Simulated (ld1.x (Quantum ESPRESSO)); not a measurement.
Run report: V, pseudopotential generation

Vanadium (V, Z = 23), core [Ar], reference valence 3d4 4s1 4p0, valence charge 5. Level asked for: ultrasoft potential, PBE, scalar-relativistic, made with ld1.x (Quantum ESPRESSO) 7.5.

Outcome:

| quantity | value |
| --- | --- |
| outcome | ended with an error |
| hardware | 1 CPU thread, shared host |
| wall time | 0.85 s |

What went wrong:

The generator stopped with the message “run_pseudo: Errors in PS-KS equation”. In words: the pseudo-atom solver did not find the valence states with the expected number of nodes, which is the usual sign of a ghost state.

The input:
```
 &input
   title='V', zed=23., rel=1, dft='PBE', iswitch=3,
   config='[Ar] 3d4 4s1 4p0',
   nld=3, rlderiv=3.40, eminld=-2.0, emaxld=5.0, deld=0.02
 /
 &inputp
   pseudotype=3, tm=.true., lloc=-2, rcloc=2.05,
   nlcc=.true., rcore=1.50,
   which_augfun='PSQ', rmatch_augfun_nc=.true.,
   file_pseudopw='V.UPF', file_wfcaegen='ae.wfc', file_wfcncgen='nc.wfc', file_beta='beta', file_chi='chi', file_wfcusgen='us.wfc'
 /
6
4S  1  0   1.00   0.00  1.85  2.55  0.0
4S  1  0   0.00   0.75  1.85  2.55  0.0
4P  2  1   0.00   0.00  2.75  3.15  0.0
4P  2  1   0.00   2.55  2.75  3.15  0.0
3D  3  2   4.00   0.00  1.55  1.85  0.0
3D  3  2   0.00   4.85  1.55  1.85  0.0
 &test
   configts(1)='3d4 4s1 4p0'
 /
```

Launched with:
```bash
ld1.x < V.in > V.out
```

The program's output:
```
     Program LD1 v.7.5
     --------------------------- All-electron run ----------------------------

     V
     scalar relativistic calculation

     atomic number is 23.00
     dft =PBE   lsd =0 sic =0 latt =0  beta=0.20 tr2=1.0E-14
     Exchange-correlation= PBE
                           (   1   4   3   4   0   0   0)
     mesh =1181 r(mesh) = 100.93793 a.u. xmin = -7.00 dx = 0.01250
     1 Ry =  13.60569312 eV, c = 137.03599908

     n l     nl                  e(Ry)          e(Ha)          e(eV)
     1 0     1S 1( 2.00)      -394.0351      -197.0176     -5361.1212
     2 0     2S 1( 2.00)       -43.9893       -21.9946      -598.5048
     2 1     2P 1( 6.00)       -36.6815       -18.3408      -499.0775
     3 0     3S 1( 2.00)        -4.8932        -2.4466       -66.5754
     3 1     3P 1( 6.00)        -2.9791        -1.4895       -40.5325
     3 2     3D 1( 4.00)        -0.1785        -0.0892        -2.4284
     4 0     4S 1( 1.00)        -0.2847        -0.1424        -3.8741
     4 1     4P 1( 0.00)        -0.0773        -0.0387        -1.0518

     final scf error:  4.1E-15 reached in  30 iterations

     Etot =   -1897.969752 Ry,    -948.984876 Ha,  -25823.194002 eV

     Ekin =    1915.524911 Ry,     957.762455 Ha,   26062.044103 eV
     Encl =   -4522.925023 Ry,   -2261.462512 Ha,  -61537.529884 eV
     Eh   =     799.950746 Ry,     399.975373 Ha,   10883.884360 eV
     Exc  =     -90.520385 Ry,     -45.260193 Ha,   -1231.592581 eV

     normalization and overlap integrals

     s(1S/1S) =  1.000000  <r> =   0.0664  <r2> =    0.0059  r(max) =   0.0435
     s(2S/2S) =  1.000000  <r> =   0.3082  <r2> =    0.1123  r(max) =   0.2565
     s(2P/2P) =  1.000000  <r> =   0.2740  <r2> =    0.0925  r(max) =   0.2074
     s(3S/3S) =  1.000000  <r> =   0.9539  <r2> =    1.0514  r(max) =   0.8204
     s(3P/3P) =  1.000000  <r> =   1.0273  <r2> =    1.2478  r(max) =   0.8517
     s(3D/3D) =  1.000000  <r> =   1.6949  <r2> =    4.1854  r(max) =   0.9181
     s(4S/4S) =  1.000000  <r> =   3.5766  <r2> =   14.9035  r(max) =   2.8994
     s(4P/4P) =  1.000000  <r> =   5.3354  <r2> =   34.0774  r(max) =   4.0633

     ------------------------ End of All-electron run ------------------------

     --------------------- Generating US pseudopotential ---------------------

      Generating local potential from pseudized AE potential:
      Matching radius rcloc =   2.0500
      Enforcing V''(0)=0 (lloc=-2)

      Local pseudo, rcloc= 2.043 Estimated cut-off energy=     7.72 Ry

      Computing core charge for nlcc:

       r > 1.51 : true rho core
       r < 1.51 : rho core = a sin(br)/r    a=   3.78  b=   1.75

      Integrated core pseudo-charge :   4.36
      Wfc-us  4S rcutus= 2.559  Estimated cut-off energy=    18.59 Ry
      Wfc-us  4S rcutus= 2.559  Estimated cut-off energy=     8.17 Ry
      Wfc-us  4P rcutus= 3.125  Estimated cut-off energy=     7.37 Ry
      Wfc-us  4P rcutus= 3.125  Estimated cut-off energy=    14.93 Ry
      Wfc-us  3D rcutus= 1.849  Estimated cut-off energy=    33.54 Ry
      Wfc-us  3D rcutus= 1.849  Estimated cut-off energy=    32.44 Ry

     Q pseudized with Bessel functions
     Expected ecutrho=     176.8586 due to l1=  2   l2=  2

       Warning: n=1, l=0 expected 0 nodes, found 1
       Setting wfc to zero for this iteration
       (This warning will only be printed once per wavefunction)

       Zero norm: self consistency problem; state:  2 (l=  0, j=0.0)

     ------------------- End of pseudopotential generation -------------------

     --------------------------- All-electron run ----------------------------

     V
     scalar relativistic calculation

     atomic number is 23.00
     dft =PBE   lsd =0 sic =0 latt =0  beta=0.20 tr2=1.0E-14
     Exchange-correlation= PBE
                           (   1   4   3   4   0   0   0)
     mesh =1181 r(mesh) = 100.93793 a.u. xmin = -7.00 dx = 0.01250
     1 Ry =  13.60569312 eV, c = 137.03599908

     n l     nl                  e(Ry)          e(Ha)          e(eV)
     1 0     1S 1( 2.00)      -394.0351      -197.0176     -5361.1212
     2 0     2S 1( 2.00)       -43.9893       -21.9946      -598.5048
     2 1     2P 1( 6.00)       -36.6815       -18.3408      -499.0775
     3 0     3S 1( 2.00)        -4.8932        -2.4466       -66.5754
     3 1     3P 1( 6.00)        -2.9791        -1.4895       -40.5325
     3 2     3D 1( 4.00)        -0.1785        -0.0892        -2.4284
     4 0     4S 1( 1.00)        -0.2847        -0.1424        -3.8741
     4 1     4P 1( 0.00)        -0.0773        -0.0387        -1.0518

     final scf error:  4.1E-15 reached in  30 iterations

     Etot =   -1897.969752 Ry,    -948.984876 Ha,  -25823.194002 eV

     Ekin =    1915.524911 Ry,     957.762455 Ha,   26062.044103 eV
     Encl =   -4522.925023 Ry,   -2261.462512 Ha,  -61537.529884 eV
     Eh   =     799.950746 Ry,     399.975373 Ha,   10883.884360 eV
     Exc  =     -90.520385 Ry,     -45.260193 Ha,   -1231.592581 eV

     normalization and overlap integrals

     s(1S/1S) =  1.000000  <r> =   0.0664  <r2> =    0.0059  r(max) =   0.0435
     s(2S/2S) =  1.000000  <r> =   0.3082  <r2> =    0.1123  r(max) =   0.2565
     s(2P/2P) =  1.000000  <r> =   0.2740  <r2> =    0.0925  r(max) =   0.2074
     s(3S/3S) =  1.000000  <r> =   0.9539  <r2> =    1.0514  r(max) =   0.8204
     s(3P/3P) =  1.000000  <r> =   1.0273  <r2> =    1.2478  r(max) =   0.8517
     s(3D/3D) =  1.000000  <r> =   1.6949  <r2> =    4.1854  r(max) =   0.9181
     s(4S/4S) =  1.000000  <r> =   3.5766  <r2> =   14.9035  r(max) =   2.8994
     s(4P/4P) =  1.000000  <r> =   5.3354  <r2> =   34.0774  r(max) =   4.0633

     ------------------------ End of All-electron run ------------------------

     Computing logarithmic derivative in   3.38981
       Zero norm: self consistency problem; state:  2 (l=  0, j=0.0)
       Zero norm: self consistency problem; state:  2 (l=  0, j=0.0)
       Zero norm: self consistency problem; state:  2 (l=  0, j=0.0)
       Zero norm: self consistency problem; state:  2 (l=  0, j=0.0)
       Zero norm: self consistency problem; state:  2 (l=  0, j=0.0)
       Zero norm: self consistency problem; state:  2 (l=  0, j=0.0)
       Zero norm: self consistency problem; state:  2 (l=  0, j=0.0)
       Zero norm: self consistency problem; state:  2 (l=  0, j=0.0)
       Zero norm: self consistency problem; state:  2 (l=  0, j=0.0)
       Zero norm: self consistency problem; state:  2 (l=  0, j=0.0)
       Zero norm: self consistency problem; state:  2 (l=  0, j=0.0)
       Zero norm: self consistency problem; state:  2 (l=  0, j=0.0)
       Zero norm: self consistency problem; state:  2 (l=  0, j=0.0)
       Zero norm: self consistency problem; state:  2 (l=  0, j=0.0)
       Zero norm: self consistency problem; state:  2 (l=  0, j=0.0)

       Warning: n=3, l=2 expected 0 nodes, found 1
       Setting wfc to zero for this iteration
       (This warning will only be printed once per wavefunction)

       Zero norm: self consistency problem; state:  1 (l=  2, j=0.0)
       Zero norm: self consistency problem; state:  2 (l=  0, j=0.0)
       Zero norm: self consistency problem; state:  2 (l=  0, j=0.0)
       Zero norm: self consistency problem; state:  2 (l=  0, j=0.0)
       Zero norm: self consistency problem; state:  2 (l=  0, j=0.0)
       Zero norm: self consistency problem; state:  2 (l=  0, j=0.0)
       Zero norm: self consistency problem; state:  2 (l=  0, j=0.0)
       Zero norm: self consistency problem; state:  2 (l=  0, j=0.0)
       Zero norm: self consistency problem; state:  2 (l=  0, j=0.0)
       Zero norm: self consistency problem; state:  2 (l=  0, j=0.0)
       Zero norm: self consistency problem; state:  2 (l=  0, j=0.0)
       Zero norm: self consistency problem; state:  2 (l=  0, j=0.0)
       Zero norm: self consistency problem; state:  2 (l=  0, j=0.0)
       Zero norm: self consistency problem; state:  2 (l=  0, j=0.0)
       Zero norm: self consistency problem; state:  2 (l=  0, j=0.0)
       Zero norm: self consistency problem; state:  2 (l=  0, j=0.0)
       Zero norm: self consistency problem; state:  2 (l=  0, j=0.0)
       Zero norm: self consistency problem; state:  2 (l=  0, j=0.0)
       Zero norm: self consistency problem; state:  2 (l=  0, j=0.0)
       Zero norm: self consistency problem; state:  2 (l=  0, j=0.0)
       Zero norm: self consistency problem; state:  2 (l=  0, j=0.0)
       Zero norm: self consistency problem; state:  2 (l=  0, j=0.0)
       Zero norm: self consistency problem; state:  2 (l=  0, j=0.0)
       Zero norm: self consistency problem; state:  2 (l=  0, j=0.0)
       Zero norm: self consistency problem; state:  2 (l=  0, j=0.0)
       Zero norm: self consistency problem; state:  2 (l=  0, j=0.0)
       Zero norm: self consistency problem; state:  2 (l=  0, j=0.0)
       Zero norm: self consistency problem; state:  2 (l=  0, j=0.0)
       Zero norm: self consistency problem; state:  2 (l=  0, j=0.0)
       Zero norm: self consistency problem; state:  2 (l=  0, j=0.0)
       Zero norm: self consistency problem; state:  2 (l=  0, j=0.0)
       Zero norm: self consistency problem; state:  2 (l=  0, j=0.0)
       Zero norm: self consistency problem; state:  2 (l=  0, j=0.0)
       Zero norm: self consistency problem; state:  2 (l=  0, j=0.0)
       Zero norm: self consistency problem; state:  2 (l=  0, j=0.0)
       Zero norm: self consistency problem; state:  2 (l=  0, j=0.0)
       Zero norm: self consistency problem; state:  2 (l=  0, j=0.0)
       Zero norm: self consistency problem; state:  2 (l=  0, j=0.0)
       Zero norm: self consistency problem; state:  2 (l=  0, j=0.0)
       Zero norm: self consistency problem; state:  2 (l=  0, j=0.0)
       Zero norm: self consistency problem; state:  2 (l=  0, j=0.0)
       Zero norm: self consistency problem; state:  2 (l=  0, j=0.0)
       Zero norm: self consistency problem; state:  2 (l=  0, j=0.0)
       Zero norm: self consistency problem; state:  2 (l=  0, j=0.0)
       Zero norm: self consistency problem; state:  2 (l=  0, j=0.0)
       Zero norm: self consistency problem; state:  2 (l=  0, j=0.0)
       Zero norm: self consistency problem; state:  2 (l=  0, j=0.0)
       Zero norm: self consistency problem; state:  2 (l=  0, j=0.0)
       Zero norm: self consistency problem; state:  2 (l=  0, j=0.0)
       Zero norm: self consistency problem; state:  2 (l=  0, j=0.0)
       Zero norm: self consistency problem; state:  2 (l=  0, j=0.0)
       Zero norm: self consistency problem; state:  2 (l=  0, j=0.0)
       Zero norm: self consistency problem; state:  2 (l=  0, j=0.0)

 %%%%%%%%%%%%%%%%%%%%%%%%%%%%%%%%%%%%%%%%%%%%%%%%%%%%%%%%%%%%%%%%%%%%%%%%%%%%%%
     Error in routine run_pseudo (1):
     Errors in PS-KS equation
 %%%%%%%%%%%%%%%%%%%%%%%%%%%%%%%%%%%%%%%%%%%%%%%%%%%%%%%%%%%%%%%%%%%%%%%%%%%%%%

     stopping ...
```

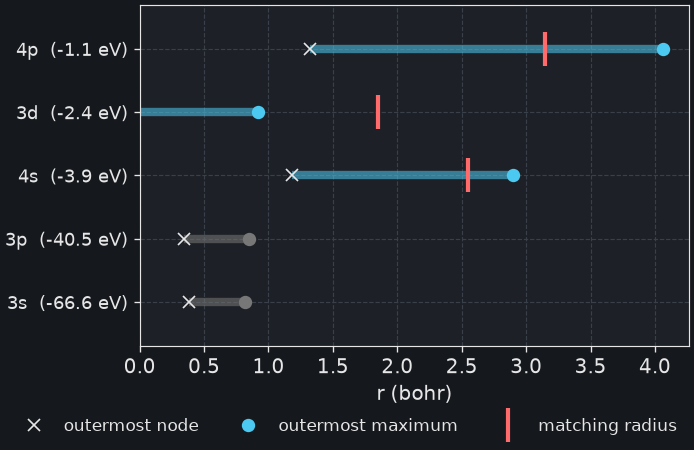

*Outer shells of the all-electron reference atom: each bar runs from the outermost node (or the nucleus) to the outermost maximum of u(r); the tick is the radius chosen for the pseudo-wave. Shells without a tick have no pseudo-wave of their own. Levels, nodes and maxima are from ld1.x, scalar-relativistic.*

- Radii against the shells: 4s: 2.55 bohr, between node and maximum; 3d: 1.85 bohr, outside the maximum; 4p: 3.15 bohr, between node and maximum.
